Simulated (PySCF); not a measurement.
## Electronic structure of C$_{2}$H$_{11}$FSi$_{3}$ (SMILES C[Si]([SiH3])([SiH3])CF) in real space

The calculation's input:

```
{"job": {"kind": "nmr", "xc": "PBE0", "basis": "pcSseg-1"}, "charge": 0, "multiplicity": 1}
C     -1.200499    -0.983807     1.233160
Si    -0.018090    -0.042299     0.052470
Si     1.172217     1.598797     1.217697
Si     1.156891    -1.564914    -1.277844
C     -1.245139     0.905574    -1.115605
F     -0.518390     1.652633    -2.027878
H     -1.846291    -1.672692     0.694232
H     -0.635687    -1.566611     1.954972
H     -1.841367    -0.306748     1.792421
H      2.518385     1.113305     1.540768
H      1.329606     2.836939     0.454386
H      0.551019     1.972066     2.495025
H      1.079841    -1.274728    -2.710359
H      2.577153    -1.568222    -0.911526
H      0.684394    -2.945366    -1.110098
H     -1.886982     1.614663    -0.585576
H     -1.884058     0.243441    -1.706154
```

Launched as:

```sh
OMP_NUM_THREADS=1 python probes_run.py task.json out
```

Geometry: GFN2-xTB.

Theory: PBE0/pcSseg-1, SCF density, gas phase, non-relativistic in PySCF.

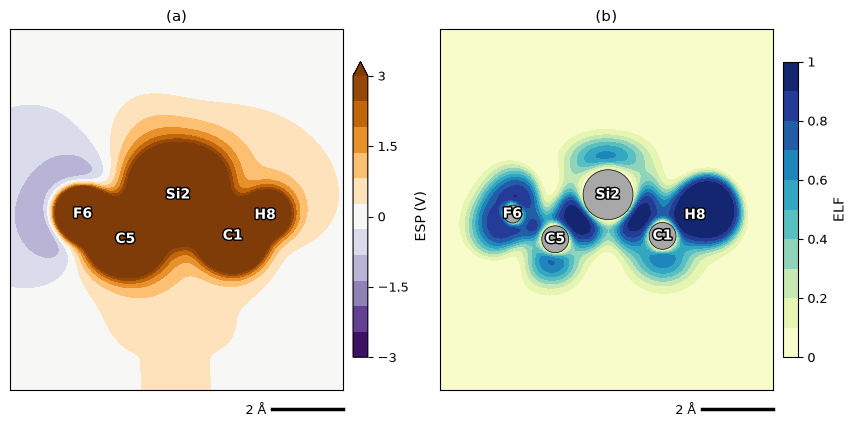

Figure 1. (a) molecular electrostatic potential; (b) electron localisation function on the plane of atoms Si2, C5 and F6. Grey discs cover the atomic cores in the ELF map.

### Interpret the plot.

- The section cuts through C, Si, F and H sites.
- C–F (1.39 Å): the ELF peaks at about 0.85 between the atoms, as expected for a shared but strongly polarised pair.
- C–Si (1.92 Å): the ELF peaks at about 0.95 between the atoms; a shared electron pair.
- C–H (1.09 Å): the ELF climbs to about 1 towards the hydrogen, as it does in any bond to H; a covalent bond by its length.
- The ELF also peaks beside F6, away from the bonds: lone-pair regions.
- Outside the dense part of the molecule the potential is most negative (−1.3 V) near F6.

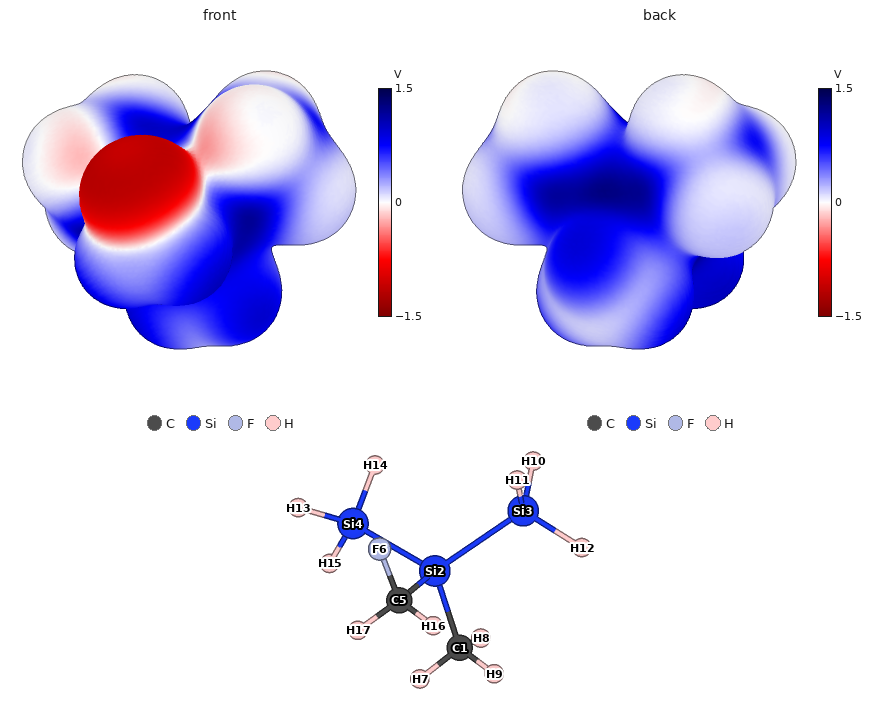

Figure 2. The molecular electrostatic potential painted on the density surface at 0.002 e/bohr³, seen from the front and from behind; red is negative and blue positive. The bare structure is drawn below in the same view.

### Which sites attract a positive test charge, and which a negative one?

A positive charge is drawn to the negative regions and a negative charge to the positive ones. The most negative region (about −1.1 V) lies over F6, the most positive (about +1.2 V) over Si2 and Si4.

### What dipole moment does the calculation give?

Its dipole moment is 2.22 D.
